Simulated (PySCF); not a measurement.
**FH₃Si, SMILES `F[SiH3]`: what the electrons do**

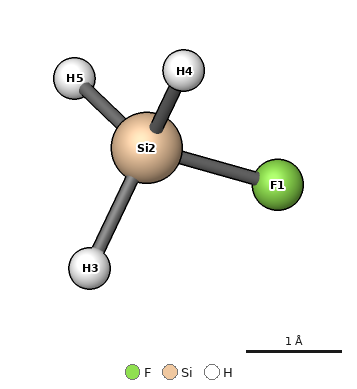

The molecule, with its atoms numbered as below. No frequency check shows the geometry to be a minimum.

Coordinates in Å:

```
F1       1.0938    0.0000    0.0000
Si2     -0.5122    0.0000    0.0000
H3      -0.8910   -1.3410   -0.4156
H4      -0.8913    0.3104    1.3689
H5      -0.8913    1.0302   -0.9535
```

### 1. Bonding charge

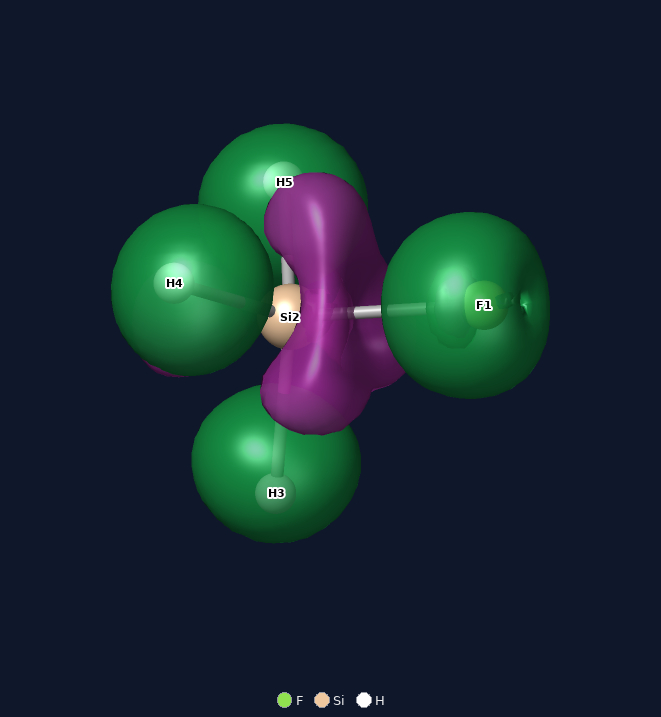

Deformation density (molecule less spherical, spin-averaged free atoms at the same positions), surfaces at ±0.09 e/Å³; green: gain, purple: loss.

Level of theory: B3LYP/aug-cc-pVDZ (PySCF), at a geometry from GFN2-xTB.

> Describe the bonding that the map shows.

Si2–H4, Si2–H5 and Si2–H3: +0.18 e/Å³ at the bond critical point (bond length 1.45 Å). F1–Si2: −0.04 e/Å³ at the bond critical point (bond length 1.61 Å); up to 0.6 Å beside the axis the gain reaches +0.24 e/Å³. In all, 1.2 electrons gather in the regions of gain relative to the promolecule. A small or negative value marks a very polar bond, one between electron-rich atoms, whose free-atom densities already overlap strongly, a long bond to a heavier atom, or a closed-shell contact such as a hydrogen bond.

> Where do the Hirshfeld charges lie?

The highest Hirshfeld charge is on Si2 (+0.45 e), the lowest on F1 (−0.22 e).

### 2. Local ionisation energy

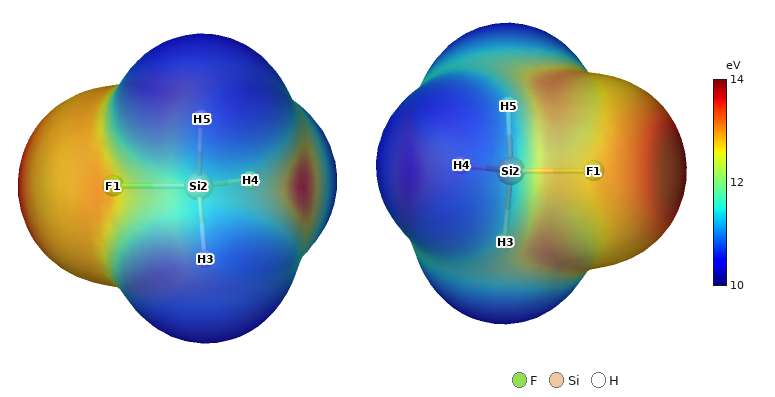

Average local ionisation energy on the surface of electron density 0.001 a.u. (back view left, front view right).

> Locate the minima of the map.

The lowest value is 10.4 eV, 1.5 Å from H3, and at like points elsewhere. For comparison, the highest occupied orbital lies at −9.6 eV.

> What volume does the surface enclose, and what is the dipole moment?

About 64 Å³; the dipole moment is 1.6 D.

### 3. In an electric field

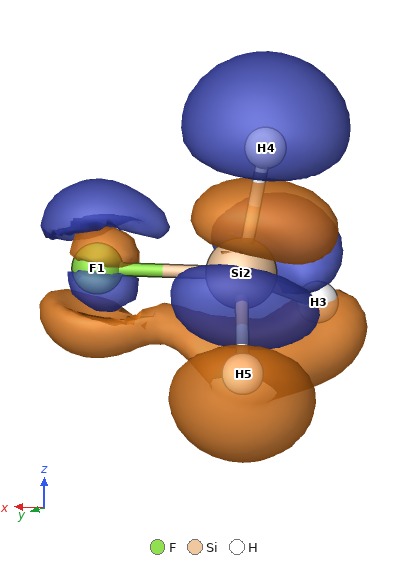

Change of the electron density in a uniform field of 0.21 V/Å, surfaces at ±0.0015 e/Å³ (orange: gain, blue: loss).

Level of theory: BP86/6-31+G* (PySCF), at a geometry from GFN2-xTB. The basis has diffuse s and p functions alone, which still leaves polarisabilities too small, most of all across bonds.

> Along which Cartesian direction does the field point?

Along +z: electrons gather on the −z side, against the field.

> What dipole is induced, and what polarisability does it imply?

The induced dipole is 0.25 D (along the field); α along this axis, from the fields in both directions, is 25 bohr³ (3.7 Å³).

> Which atoms gain and lose the most charge?

Electrons gather most on H5 (Hirshfeld charge changes by −0.007 e) and leave H4 most (+0.009 e); 0.027 electrons are displaced in all.

### 4. Stretching a bond

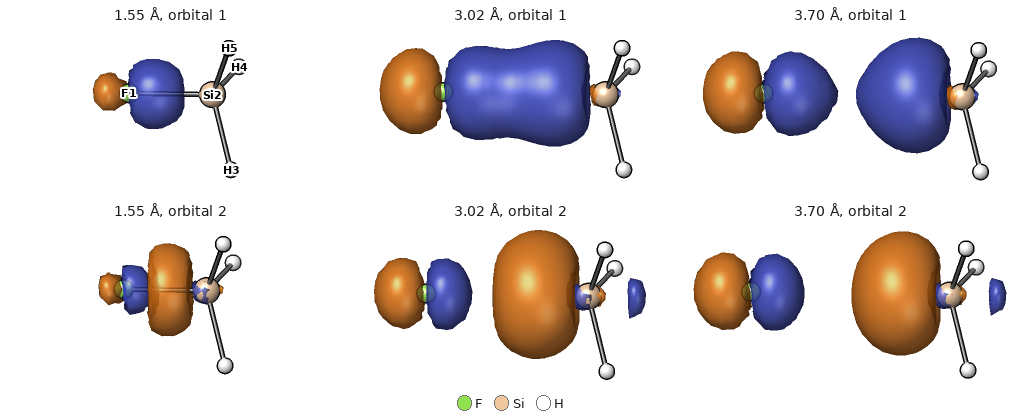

Rigid stretch of the F1–Si2 bond. The two CASSCF(2,2) natural orbitals nearest half filling (orbital 1 the more occupied).

PySCF calculation, def2-TZVP basis, gas phase; geometry: GFN2-xTB.

> How do the occupations change along the stretch?

1.55 Å: 1.99 and 0.01; 3.02 Å: 1.66 and 0.34; 3.70 Å: 1.27 and 0.73. At the longest distance computed (4.70 Å) they are 1.06 and 0.94, and the effective number of unpaired electrons is 2.0.

> Where does the UHF solution part from RHF?

Between 2.27 Å (⟨S²⟩ = 0, the two coincide) and 2.60 Å (⟨S²⟩ = 0.55); at 4.70 Å ⟨S²⟩ is 1.01 and UHF lies 3.9 eV below RHF.

The PySCF runs shown took 4.6 s, 6.5 s and 73 s on 1 thread of Intel(R) Xeon(R) Platinum 8488C (Sapphire Rapids) (shared host).
